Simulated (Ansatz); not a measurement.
# SiH3Cl + HBr: a complex and its separated parts, part 2 of 2

Ansatz 0.2.0, Gaussian basis.

## Step 13: CAM-B3LYP-D4/def2-TZVPP

The inputs:

parta/in.yaml

```yaml
crystal:
  periodic: [false, false, false]
  atoms:
    - {symbol: Si, position_ang: [-1.027604, 0.313260, -0.140101]}
    - {symbol: H, position_ang: [-0.882196, -0.789721, -1.117261]}
    - {symbol: H, position_ang: [-1.037707, -0.219138, 1.241565]}
    - {symbol: H, position_ang: [-2.266222, 1.079489, -0.407111]}
    - {symbol: Cl, position_ang: [0.577803, 1.577971, -0.340179]}
basis:
  gaussian: {orbitals: def2-TZVPP}
hamiltonian: {xc: {name: CAM-B3LYP}, dispersion: d4}
```

partb/in.yaml

```yaml
crystal:
  periodic: [false, false, false]
  atoms:
    - {symbol: Br, position_ang: [2.495263, -1.647098, 0.552435]}
    - {symbol: H, position_ang: [2.140563, -0.314663, 0.210754]}
basis:
  gaussian: {orbitals: def2-TZVPP}
hamiltonian: {xc: {name: CAM-B3LYP}, dispersion: d4}
```

One command serves all of them, each in its own folder.

Run with:

```
$ ansatz run in.yaml --threads 4 --pin off --events-out ev --progress --plain --max-ram 9574MiB
```

parta printed (excerpt; [...] marks lines left out):

```text
Functional definition: CAM-B3LYP
  name "CAM-B3LYP"
  cite "Yanai, Tew & Handy, Chem. Phys. Lett. 393, 51 (2004) doi:10.1016/j.cplett.2004.06.011"
  cite "Iikura, Tsuneda, Yanai & Hirao, J. Chem. Phys. 115, 3540 (2001) doi:10.1063/1.1383587"
  cite "Becke, Phys. Rev. A 38, 3098 (1988) doi:10.1103/PhysRevA.38.3098"
  cite "Lee, Yang & Parr, Phys. Rev. B 37, 785 (1988) doi:10.1103/PhysRevB.37.785"
[...]
  # Exact exchange under (alpha + beta erf(omega r))/r, Becke's under what is left of 1/r.
[...]
781 factors; their error is unknown
170 factors; integrals over basis functions are off by at most 1.7e-5 eV
[...]
mean field -20451.42964630 eV, -751.5761770245 hartree, gradient 2.1e-5 eV, S^2 0.000000; 0 other end points of the search recorded, 0 dependent functions left out
reference -20451.42975548 eV, -751.5761810369 hartree; 17, 17 occupied and 109, 109 virtual orbitals, 781 factors
Total energy: -20451.49298996 eV, -751.5785048613 hartree
```

Log of partb (excerpt; [...] marks lines left out):

```text
[... 6 set-up lines as earlier in the session ...]
[...]
  # Exact exchange under (alpha + beta erf(omega r))/r, Becke's under what is left of 1/r.
[...]
472 factors; their error is unknown
82 factors; integrals over basis functions are off by at most 1.2e-4 eV
[...]
mean field -70066.16345691 eV, -2574.8840144902 hartree, gradient 3.1e-5 eV, S^2 0.000000; 0 other end points of the search recorded, 0 dependent functions left out
reference -70066.16353361 eV, -2574.8840173088 hartree; 18, 18 occupied and 44, 44 virtual orbitals, 472 factors
Total energy: -70066.16901131 eV, -2574.8842186104 hartree
```

Wall times: 0.7 s (parta), 0.3 s (partb) on 4 threads of Arm Neoverse V1, shared host.

## Step 14: wB97X-V/def2-TZVPP

Each input of step 13 (parta, partb) changes in the same lines:

```diff
-hamiltonian: {xc: {name: CAM-B3LYP}, dispersion: d4}
+hamiltonian: {xc: {name: wB97X-V}}
```

Each run has its own folder and the same command.

Run with:

```
$ ansatz run in.yaml --threads 4 --pin off --events-out ev --progress --plain --max-ram 9574MiB
```

Log of parta (excerpt; [...] marks lines left out):

```text
Functional definition: wB97X-V
  name "wB97X-V"
  cite "Mardirossian & Head-Gordon, Phys. Chem. Chem. Phys. 16, 9904 (2014) doi:10.1039/C3CP54374A"
[... 2 set-up lines as earlier in the session ...]
[...]
      + integral(e_c_pw_opposite_spin*poly(b97_u_opposite, cos0, cos1)) + vv10(b, c)
778 factors; their error is unknown
155 factors; integrals over basis functions are off by at most 3.5e-5 eV
[...]
mean field -20447.80856032 eV, -751.4431045695 hartree, gradient 2.6e-5 eV, S^2 0.000000; 0 other end points of the search recorded, 0 dependent functions left out
reference -20447.80855865 eV, -751.4431045081 hartree; 17, 17 occupied and 109, 109 virtual orbitals, 778 factors
Total energy: -20447.80855865 eV, -751.4431045081 hartree
```

partb printed (excerpt; [...] marks lines left out):

```text
[... 5 set-up lines as earlier in the session ...]
[...]
      + integral(e_c_pw_opposite_spin*poly(b97_u_opposite, cos0, cos1)) + vv10(b, c)
472 factors; their error is unknown
73 factors; integrals over basis functions are off by at most 1.1e-4 eV
[...]
mean field -70056.29632212 eV, -2574.5214039748 hartree, gradient 1.2e-5 eV, S^2 0.000000; 0 other end points of the search recorded, 0 dependent functions left out
reference -70056.29632106 eV, -2574.5214039356 hartree; 18, 18 occupied and 44, 44 virtual orbitals, 472 factors
Total energy: -70056.29632106 eV, -2574.5214039356 hartree
```

They took 1.8 s (parta), 0.55 s (partb) on 4 threads of Arm Neoverse V1, shared host.

## Step 15: wB97M-V/def2-TZVPP

Each input of step 14 (parta, partb) changes in the same lines:

```diff
-hamiltonian: {xc: {name: wB97X-V}}
+hamiltonian: {xc: {name: wB97M-V}}
```

The same command starts each run, in its folder.

Run with:

```
$ ansatz run in.yaml --threads 4 --pin off --events-out ev --progress --plain --max-ram 9574MiB
```

Log of parta (excerpt; [...] marks lines left out):

```text
Functional definition: wB97M-V
  name "wB97M-V"
  cite "Mardirossian & Head-Gordon, J. Chem. Phys. 144, 214110 (2016) doi:10.1063/1.4952647"
[... 2 set-up lines as earlier in the session ...]
  # Of w^i u^j: cxij and so on, Table III.
[...]
  gx(w, u) = 1 - cx + cx01*u + cx10*w
[...]
      + integral(e_c_pw_mod_opposite_spin*gos(b97_w_opposite, b97_u_opposite)) + vv10(b, c)
778 factors; their error is unknown
155 factors; integrals over basis functions are off by at most 3.5e-5 eV
[...]
mean field -20449.42492913 eV, -751.5025050276 hartree, gradient 1.9e-5 eV, S^2 0.000000; 0 other end points of the search recorded, 0 dependent functions left out
reference -20449.42496975 eV, -751.5025065202 hartree; 17, 17 occupied and 109, 109 virtual orbitals, 778 factors
Total energy: -20449.42496975 eV, -751.5025065202 hartree
```

partb printed (excerpt; [...] marks lines left out):

```text
[... 5 set-up lines as earlier in the session ...]
  # Of w^i u^j: cxij and so on, Table III.
[...]
  gx(w, u) = 1 - cx + cx01*u + cx10*w
[...]
      + integral(e_c_pw_mod_opposite_spin*gos(b97_w_opposite, b97_u_opposite)) + vv10(b, c)
467 factors; their error is unknown
73 factors; integrals over basis functions are off by at most 1.1e-4 eV
[...]
mean field -70058.67557226 eV, -2574.6088398046 hartree, gradient 8.6e-6 eV, S^2 0.000000; 0 other end points of the search recorded, 0 dependent functions left out
reference -70058.67559806 eV, -2574.6088407530 hartree; 18, 18 occupied and 44, 44 virtual orbitals, 467 factors
Total energy: -70058.67559806 eV, -2574.6088407530 hartree
```

They took 2 s (parta), 0.65 s (partb) on 4 threads of Arm Neoverse V1, shared host.

## Step 16: B2PLYP/def2-TZVPP

Each input of step 15 (parta, partb) changes in the same lines:

```diff
-hamiltonian: {xc: {name: wB97M-V}}
+hamiltonian: {xc: {name: B2PLYP}}
```

One command serves all of them, each in its own folder.

Run with:

```
$ ansatz run in.yaml --threads 4 --pin off --events-out ev --progress --plain --max-ram 9574MiB
```

Log of parta (excerpt; [...] marks lines left out):

```text
Functional definition: B2PLYP
  name "B2PLYP"
  cite "Grimme, J. Chem. Phys. 124, 034108 (2006) doi:10.1063/1.2148954"
[... 2 set-up lines as earlier in the session ...]
[...]
716 factors; integrals over basis functions are off by at most 7.3e-4 eV
[...]
mean field -20441.13993836 eV, -751.1980372324 hartree, gradient 2.0e-6 eV, S^2 0.000000; 0 other end points of the search recorded, 0 dependent functions left out
10 core orbitals not correlated: weight in the atoms' cores, before any rotation towards them, 1.000 or more for the frozen orbitals, at most 0.000 for the correlated occupied ones
reference -20441.14008115 eV, -751.1980424800 hartree; 7, 7 occupied and 109, 109 virtual orbitals, 716 factors
second order -10.62737756 eV of doubles, -0.00000000 eV of singles
Total energy: -20444.00947309 eV, -751.3034906889 hartree
```

partb printed (excerpt; [...] marks lines left out):

```text
[... 5 set-up lines as earlier in the session ...]
[...]
399 factors; integrals over basis functions are off by at most 1.5e-3 eV
[...]
mean field -70049.78223898 eV, -2574.2820158349 hartree, gradient 1.6e-6 eV, S^2 0.000000; 0 other end points of the search recorded, 0 dependent functions left out
9 core orbitals not correlated: weight in the atoms' cores, before any rotation towards them, 1.000 or more for the frozen orbitals, at most 0.000 for the correlated occupied ones
reference -70049.78233972 eV, -2574.2820195369 hartree; 9, 9 occupied and 44, 44 virtual orbitals, 399 factors
second order -9.24619919 eV of doubles, -0.00000000 eV of singles
Total energy: -70052.27881350 eV, -2574.3737632562 hartree
```

They took 1 s (parta), 0.4 s (partb) on 4 threads of Arm Neoverse V1, shared host.

## Step 17: PBE-QIDH/def2-TZVPP

The same edit goes into each in.yaml of step 16 (parta, partb):

```diff
-hamiltonian: {xc: {name: B2PLYP}}
+hamiltonian: {xc: {name: PBE-QIDH}}
```

The same command starts each run, in its folder.

Run with:

```
$ ansatz run in.yaml --threads 4 --pin off --events-out ev --progress --plain --max-ram 9574MiB
```

parta printed (excerpt; [...] marks lines left out):

```text
Functional definition: PBE-QIDH
  name "PBE-QIDH"
  cite "Brémond, Sancho-García, Pérez-Jiménez & Adamo, J. Chem. Phys. 141, 031101 (2014) doi:10.1063/1.4890314"
[... 1 set-up line as earlier in the session ...]
[...]
716 factors; integrals over basis functions are off by at most 7.3e-4 eV
[...]
mean field -20435.53705797 eV, -750.9921351759 hartree, gradient 3.0e-6 eV, S^2 0.000000; 0 other end points of the search recorded, 0 dependent functions left out
10 core orbitals not correlated: weight in the atoms' cores, before any rotation towards them, 1.000 or more for the frozen orbitals, at most 0.000 for the correlated occupied ones
reference -20435.53706867 eV, -750.9921355691 hartree; 7, 7 occupied and 109, 109 virtual orbitals, 716 factors
second order -9.87448582 eV of doubles, -0.00000000 eV of singles
Total energy: -20438.82856395 eV, -751.1130957894 hartree
```

Output in partb (excerpt; [...] marks lines left out):

```text
[... 4 set-up lines as earlier in the session ...]
[...]
399 factors; integrals over basis functions are off by at most 1.5e-3 eV
[...]
mean field -70043.31095842 eV, -2574.0442006604 hartree, gradient 9.1e-7 eV, S^2 0.000000; 0 other end points of the search recorded, 0 dependent functions left out
9 core orbitals not correlated: weight in the atoms' cores, before any rotation towards them, 1.000 or more for the frozen orbitals, at most 0.000 for the correlated occupied ones
reference -70043.31096554 eV, -2574.0442009221 hartree; 9, 9 occupied and 44, 44 virtual orbitals, 399 factors
second order -8.68132261 eV of doubles, -0.00000000 eV of singles
Total energy: -70046.20473974 eV, -2574.1505451626 hartree
```

Times: 0.95 s (parta), 0.4 s (partb) on 4 threads of Arm Neoverse V1, shared host.

## Step 18: RPA on PBE/def2-TZVPP

Each input of step 17 (parta, partb) changes in the same lines:

```diff
-hamiltonian: {xc: {name: PBE-QIDH}}
+hamiltonian: {xc: pbe}
+correlation: {method: rpa}
```

One command serves all of them, each in its own folder.

Run with:

```
$ ansatz run in.yaml --threads 4 --pin off --events-out ev --progress --plain --max-ram 9574MiB
```

Output in parta (excerpt; [...] marks lines left out):

```text
[... 4 set-up lines as earlier in the session ...]
[...]
716 factors; integrals over basis functions are off by at most 7.3e-4 eV
[...]
mean field -20441.42553678 eV, -751.2085327806 hartree, gradient 9.7e-6 eV, S^2 0.000000; 0 other end points of the search recorded, 0 dependent functions left out
10 core orbitals not correlated: weight in the atoms' cores, before any rotation towards them, 1.000 or more for the frozen orbitals, at most 0.000 for the correlated occupied ones
reference -20414.51037215 eV, -750.2194187245 hartree; 7, 7 occupied and 109, 109 virtual orbitals, 716 factors
Total energy: -20430.37440068 eV, -750.8024110199 hartree
```

Output in partb (excerpt; [...] marks lines left out):

```text
[... 4 set-up lines as earlier in the session ...]
[...]
399 factors; integrals over basis functions are off by at most 1.5e-3 eV
[...]
mean field -70052.13667379 eV, -2574.3685397183 hartree, gradient 4.0e-6 eV, S^2 0.000000; 0 other end points of the search recorded, 0 dependent functions left out
9 core orbitals not correlated: weight in the atoms' cores, before any rotation towards them, 1.000 or more for the frozen orbitals, at most 0.000 for the correlated occupied ones
reference -70014.55938946 eV, -2572.9875999897 hartree; 9, 9 occupied and 44, 44 virtual orbitals, 399 factors
Total energy: -70026.49301359 eV, -2573.4261525876 hartree
```

Wall times: 0.85 s (parta), 0.3 s (partb) on 4 threads of Arm Neoverse V1, shared host.

## Step 19: CCSD(T)/def2-TZVPP

Each input of step 18 (parta, partb) changes in the same lines:

```diff
-hamiltonian: {xc: pbe}
-correlation: {method: rpa}
+correlation: {method: ccsd_t}
```

One command serves all of them, each in its own folder.

Run with:

```
$ ansatz run in.yaml --threads 4 --pin off --events-out ev --progress --plain --max-ram 9574MiB
```

Log of parta (excerpt; [...] marks lines left out):

```text
Functional definition: HF
  name "HF"
  cite "Fock, Z. Phys. 61, 126 (1930) doi:10.1007/BF01340294"
[... 1 set-up line as earlier in the session ...]
[...]
716 factors; integrals over basis functions are off by at most 7.3e-4 eV
[...]
mean field -20415.29440539 eV, -750.2482314147 hartree, gradient 2.2e-6 eV, S^2 0.000000; 0 other end points of the search recorded, 0 dependent functions left out
10 core orbitals not correlated: weight in the atoms' cores, before any rotation towards them, 1.000 or more for the frozen orbitals, at most 0.000 for the correlated occupied ones
reference -20415.29440539 eV, -750.2482314147 hartree; 7, 7 occupied and 109, 109 virtual orbitals, 716 factors
second order -8.72233405 eV of doubles, -0.00000000 eV of singles
cycle   1  -9.46502317 eV  change   -7.4e-1 eV  update   6.2e-2
[...]
cycle   8  -9.75733964 eV  change   -1.2e-5 eV  update   1.1e-5
perturbative correction -0.34572908 eV, -0.0127053092 hartree
Total energy: -20425.39747411 eV, -750.6195123420 hartree
```

Log of partb (excerpt; [...] marks lines left out):

```text
[... 4 set-up lines as earlier in the session ...]
[...]
399 factors; integrals over basis functions are off by at most 1.5e-3 eV
[...]
mean field -70014.93832057 eV, -2573.0015254514 hartree, gradient 1.4e-6 eV, S^2 0.000000; 0 other end points of the search recorded, 0 dependent functions left out
9 core orbitals not correlated: weight in the atoms' cores, before any rotation towards them, 1.000 or more for the frozen orbitals, at most 0.000 for the correlated occupied ones
reference -70014.93832057 eV, -2573.0015254514 hartree; 9, 9 occupied and 44, 44 virtual orbitals, 399 factors
second order -7.83906929 eV of doubles, -0.00000000 eV of singles
cycle   1  -7.92765191 eV  change   -8.9e-2 eV  update   4.5e-2
[...]
cycle   7  -8.11359782 eV  change   -4.7e-6 eV  update   1.2e-5
perturbative correction -0.24160197 eV, -0.0088787085 hartree
Total energy: -70023.29352036 eV, -2573.3085733800 hartree
```

They took 2.2 s (parta), 0.35 s (partb) on 4 threads of Arm Neoverse V1, shared host; peak memory 0.52 GiB.

## Step 20: Vibrations of SiH3Cl

File vib-parta/in.yaml:

```yaml
crystal:
  periodic: [false, false, false]
  atoms:
    - {symbol: Si, position_ang: [-1.027604, 0.313260, -0.140101]}
    - {symbol: H, position_ang: [-0.882196, -0.789721, -1.117261]}
    - {symbol: H, position_ang: [-1.037707, -0.219138, 1.241565]}
    - {symbol: H, position_ang: [-2.266222, 1.079489, -0.407111]}
    - {symbol: Cl, position_ang: [0.577803, 1.577971, -0.340179]}
basis:
  gaussian: {orbitals: def2-TZVP}
hamiltonian: {xc: pbe0, dispersion: d4}
phonons: {temperatures: {t_min: 298.15, t_max: 900, t_step: 200}}
```

Run with:

```
$ ansatz run in.yaml --threads 4 --pin off --events-out ev --progress --plain --max-ram 9574MiB
```

What it wrote (excerpt; [...] marks lines left out):

```text
[... 5 set-up lines as earlier in the session ...]
[...]
668 factors; their error is unknown
[...]
mean field -20443.33419713 eV, -751.2786747547 hartree, gradient 1.5e-5 eV, S^2 0.000000; 0 other end points of the search recorded, 0 dependent functions left out
[...]
Atom 2 at    -1.037707    -0.219138     1.241565 Å, force    -0.000081    -0.000132     0.000130 eV/Å
Atom 3 at    -2.266222     1.079489    -0.407111 Å, force    -0.000070    -0.000067     0.000015 eV/Å
Atom 4 at     0.577803     1.577971    -0.340179 Å, force     0.000262     0.000210    -0.000033 eV/Å
Dipole moment:    -0.204996    -0.161498     0.025549 e Å
Vibrations: 552.19 656.40 656.42 943.74 947.25 947.28 2248.90 2261.12 2261.16 cm⁻¹, zero-point energy 0.711326 eV
```

Run time: 11 s. Hardware: 4 threads of Arm Neoverse V1, shared host.

The modes, with what each moves most:

```
mode  wavenumber (cm⁻¹)      character
   1                552  Si–Cl stretch
   2                656           bend
   3                656           bend
   4                944           bend
   5                947           bend
   6                947           bend
   7               2249   Si–H stretch
   8               2261   Si–H stretch
   9               2261   Si–H stretch
```

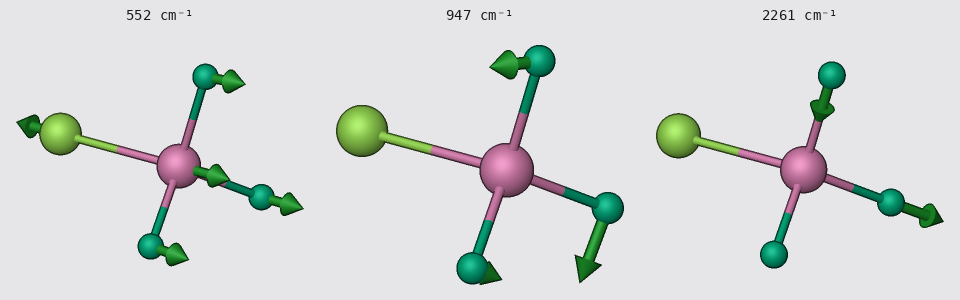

Displacements of 3 modes, as arrows.

Vibrational sums (real modes only):

```
T (K)  entropy (J/mol/K)  heat capacity (J/mol/K)
  298                6.8                     18.0
  498               20.2                     34.6
  698               33.7                     45.4
  898               46.1                     52.9
```

## Step 21: Vibrations of HBr

File vib-partb/in.yaml:

```yaml
crystal:
  periodic: [false, false, false]
  atoms:
    - {symbol: Br, position_ang: [2.495263, -1.647098, 0.552435]}
    - {symbol: H, position_ang: [2.140563, -0.314663, 0.210754]}
basis:
  gaussian: {orbitals: def2-TZVP}
hamiltonian: {xc: pbe0, dispersion: d4}
phonons: {temperatures: {t_min: 298.15, t_max: 900, t_step: 200}}
```

Run with:

```
$ ansatz run in.yaml --threads 4 --pin off --events-out ev --progress --plain --max-ram 9574MiB
```

What it wrote (excerpt; [...] marks lines left out):

```text
[... 5 set-up lines as earlier in the session ...]
[...]
457 factors; their error is unknown
[...]
mean field -70054.57278216 eV, -2574.4580650495 hartree, gradient 2.1e-5 eV, S^2 0.000000; 0 other end points of the search recorded, 0 dependent functions left out
[...]
reference -70054.57271817 eV, -2574.4580626978 hartree; 18, 18 occupied and 36, 36 virtual orbitals, 457 factors
Total energy: -70054.57831875 eV, -2574.4582685156 hartree
Atom 0 at     2.495263    -1.647098     0.552435 Å, force     0.000036    -0.000136     0.000035 eV/Å
Atom 1 at     2.140563    -0.314663     0.210754 Å, force    -0.000036     0.000136    -0.000035 eV/Å
Dipole moment:    -0.049524     0.186037    -0.047706 e Å
Vibrations: 2667.50 cm⁻¹, zero-point energy 0.165364 eV
```

It took 2.1 s on 4 threads of Arm Neoverse V1, shared host.

Wavenumbers and character of the modes:

```
mode  wavenumber (cm⁻¹)     character
   1               2668  Br–H stretch
```

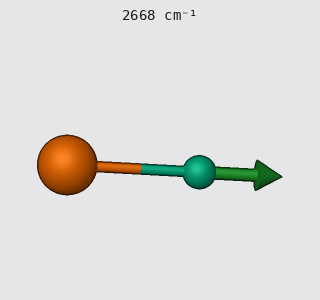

Displacements of 1 modes, as arrows.

Vibrational sums (real modes only):

```
T (K)  entropy (J/mol/K)  heat capacity (J/mol/K)
  298                0.0                      0.0
  498                0.0                      0.2
  698                0.2                      1.0
  898                0.6                      2.2
```

## Step 22: Complex less separated parts

The complex's own energies come from single points at the same levels.

Rows are in def2-TZVPP; times add the 3 runs of a level on a shared host, so small differences are noise.

Differences are taken before rounding.

```
      method                    rung  complex less parts (eV)  from CCSD(T) (eV)   time
       SPW92                     LDA                   -0.198             -0.111  1.2 s
      PBE-D4                     GGA                   -0.138             -0.051    2 s
     BLYP-D4                     GGA                   -0.127             -0.039  1.9 s
   r2SCAN-D4                meta-GGA                   -0.107             -0.020  4.7 s
      B97M-V                meta-GGA                   -0.099             -0.012  8.7 s
     PBE0-D4                  hybrid                   -0.120             -0.033  2.9 s
    B3LYP-D4                  hybrid                   -0.121             -0.034  2.6 s
  r2SCAN0-D4                  hybrid                   -0.103             -0.015  5.1 s
    BHLYP-D4                  hybrid                   -0.117             -0.030  2.6 s
CAM-B3LYP-D4  range-separated hybrid                   -0.112             -0.025  2.9 s
     wB97X-V  range-separated hybrid                   -0.101             -0.013  6.9 s
     wB97M-V  range-separated hybrid                   -0.103             -0.015  8.2 s
      B2PLYP           double hybrid                   -0.062             +0.026  4.5 s
    PBE-QIDH           double hybrid                   -0.082             +0.006  4.5 s
  RPA on PBE                     RPA                   -0.059             +0.029  3.8 s
Hartree-Fock            wavefunction                    0.027             +0.114       
         MP2            wavefunction                   -0.108             -0.021       
        CCSD            wavefunction                   -0.069             +0.018       
     CCSD(T)            wavefunction                   -0.087                  0   46 s
```

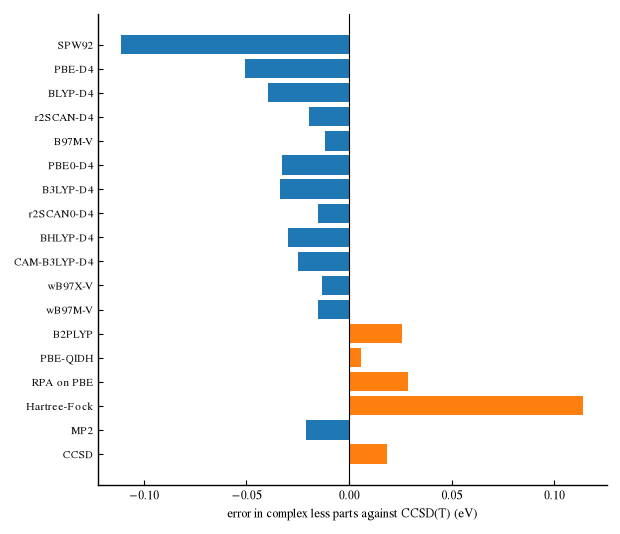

Error of each method against CCSD(T).

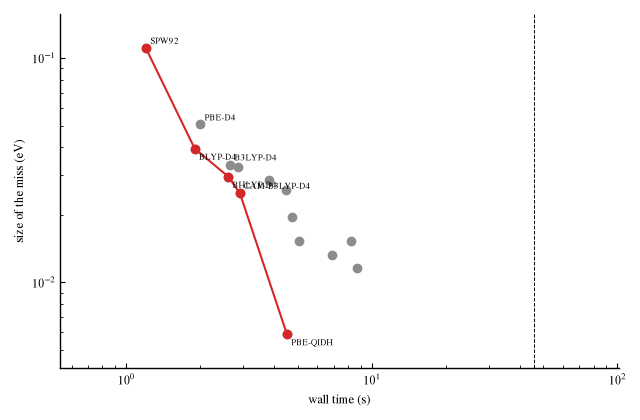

Miss against cost. Red marks the levels that no quicker level drawn beats (of those quicker than the yardstick), and the dashed line is the time of CCSD(T). Only those levels and the largest misses are named. Times are from a shared host.

For cost: PBE-QIDH gets within 0.006 eV in 4.5 s, where CCSD(T) took 46 s; the quickest level in the cost chart, SPW92, takes 1.2 s and misses by 0.111 eV.

The complex's zero-point energy, from a separate PBE0-D4 run, is 0.909 eV.

## Step 23: What came out

The summary covers parts 1 to 2.

| quantity | value |
| --- | --- |
| complex less parts, CCSD(T)/def2-TZVPP | -0.087 eV |
| with zero-point energy | -0.055 eV |
| largest T1 diagnostic | 0.009 |

At CCSD(T) the complex lies 0.087 eV below its parts. PBE-QIDH is the best functional here (+0.006 eV from CCSD(T)); SPW92 is the worst (-0.111 eV). Mean unsigned error by rung: LDA 0.111, GGA 0.045, meta-GGA 0.016, hybrid 0.028, range-separated hybrid 0.018, double hybrid 0.016 eV. PBE-D4 gives a relative energy 0.051 eV too low, an error of 58 % of the reference. No counterpoise was applied, and triple zeta lacks some correlation, so the CCSD(T) reference has a basis error of its own, and close matches with it are partly luck.
